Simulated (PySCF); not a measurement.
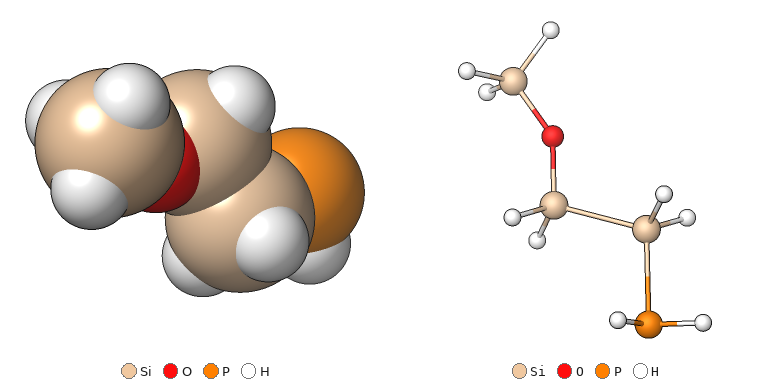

The same structure drawn twice, from different directions.

Computed geometry: PBE0-D3(BJ)/def2-SVP optimisation. No frequency run is at hand to confirm it as a minimum.

Identify the structure.

It has 14 atoms: 9 hydrogen, 1 oxygen, 1 phosphorus and 3 silicon (H₉OPSi₃). As SMILES it reads `[SiH3]O[SiH2][SiH2]P`. It has no ring. Among its groups: Si–H bond, Si–O bond. The point group is C1. Coordination: 3 Si tetrahedral; 1 O bent; 1 P trigonal pyramidal.

The parts below concern this one geometry. Atoms keep their numbers from picture to picture.

### Shape

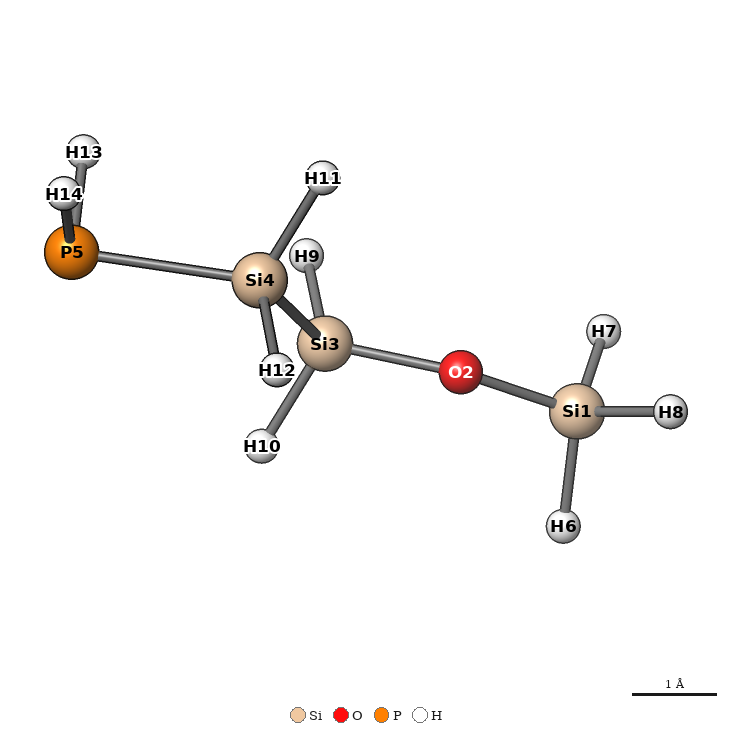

Atoms carry their numbers in the input. No frequency run is at hand to confirm it as a minimum.

Give the bond lengths.

```tsv
bond	length (Å)	order
Si1–O2	1.658	single
Si1–H6	1.494	single
Si1–H7	1.495	single
Si1–H8	1.490	single
O2–Si3	1.661	single
Si3–Si4	2.342	single
Si3–H9	1.499	single
Si3–H10	1.497	single
Si4–P5	2.274	single
Si4–H11	1.497	single
Si4–H12	1.496	single
P5–H13	1.430	single
P5–H14	1.429	single
```

### Charges

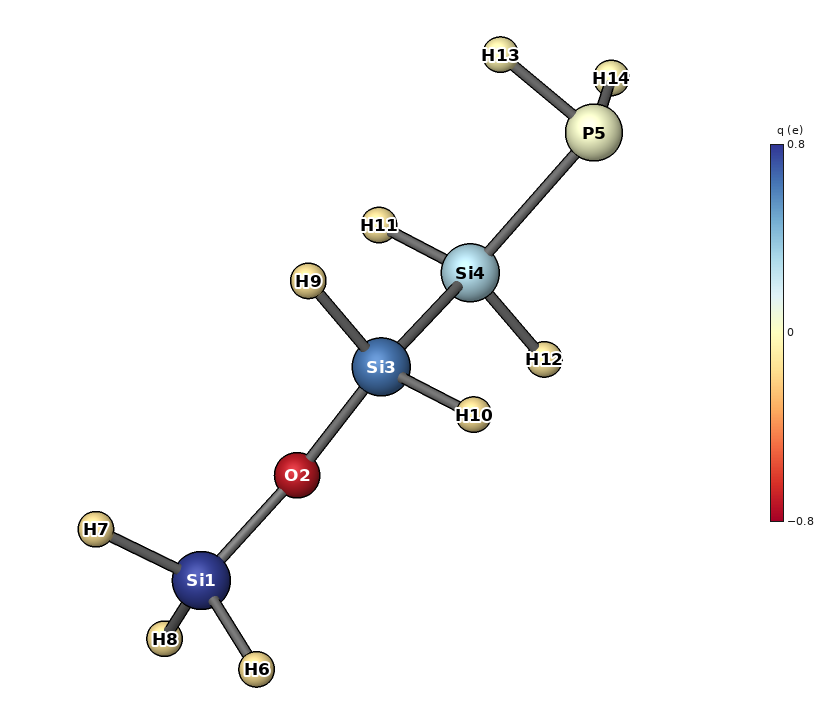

Atoms are coloured by their IAO charges. No frequency run is at hand to confirm it as a minimum. Properties computed with PBE0/STO-3G, gas phase (PySCF 2.14.0).

Give the IAO charges atom by atom.

| atom | value (e) |
| --- | --- |
| Si1 | 0.77 |
| O2 | −0.70 |
| Si3 | 0.63 |
| Si4 | 0.29 |
| P5 | 0.04 |
| H6 | −0.14 |
| H7 | −0.14 |
| H8 | −0.13 |
| H9 | −0.14 |
| H10 | −0.13 |
| H11 | −0.11 |
| H12 | −0.12 |
| H13 | −0.05 |
| H14 | −0.05 |

### NMR shielding

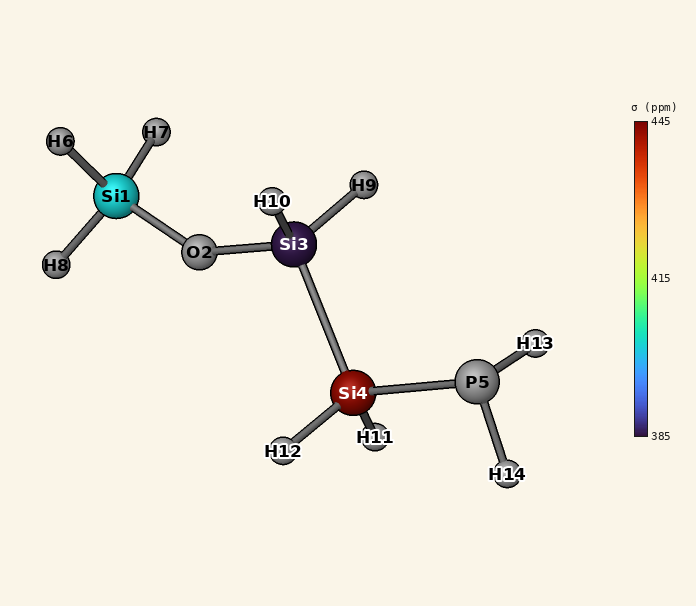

Atoms are coloured by their isotropic NMR shieldings (Si only, the others grey). No frequency run is at hand to confirm it as a minimum. Level of theory: GIAO KT3/pcSseg-1 NMR shielding, non-relativistic, gas phase (PySCF 2.14.0).

Give the isotropic NMR shieldings of the Si atoms atom by atom.

```csv
atom,σ (ppm)
Si1,402.5
Si3,385.6
Si4,443.2
```

### Dipole moment

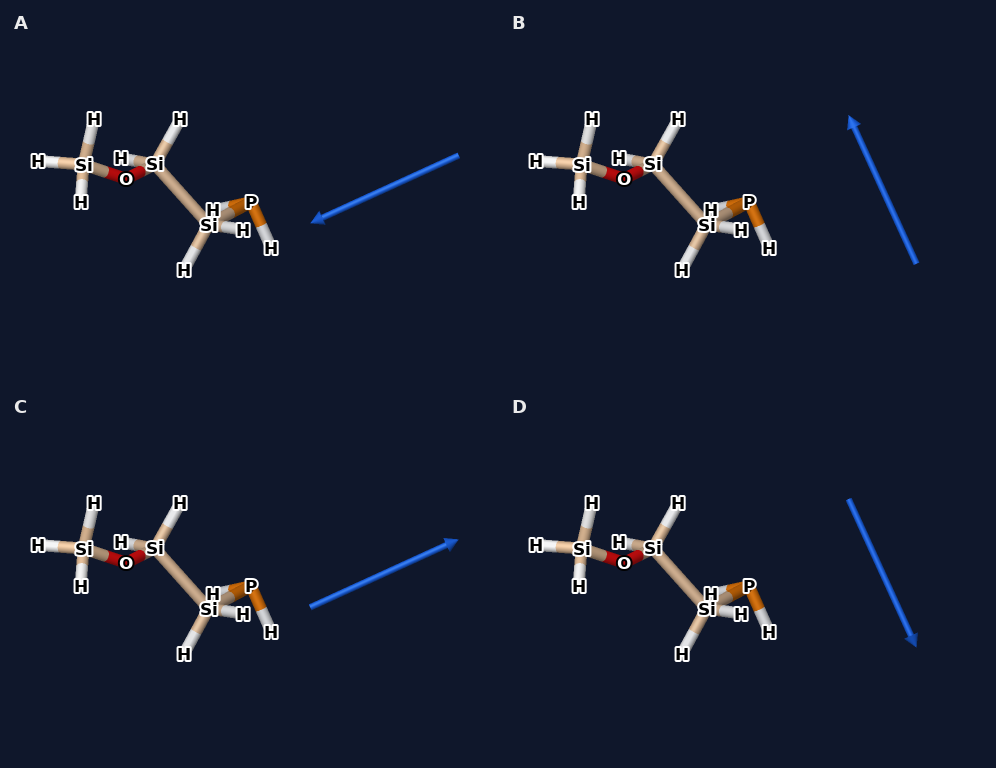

The same molecule four times, each with an arrow. No frequency run is at hand to confirm it as a minimum. Level of theory: BHandHLYP/pcSseg-1, gas phase (PySCF 2.14.0).

Question: Which arrow points along the dipole moment, from the negative to the positive end?

Answer: A. The dipole moment is 0.83 D.
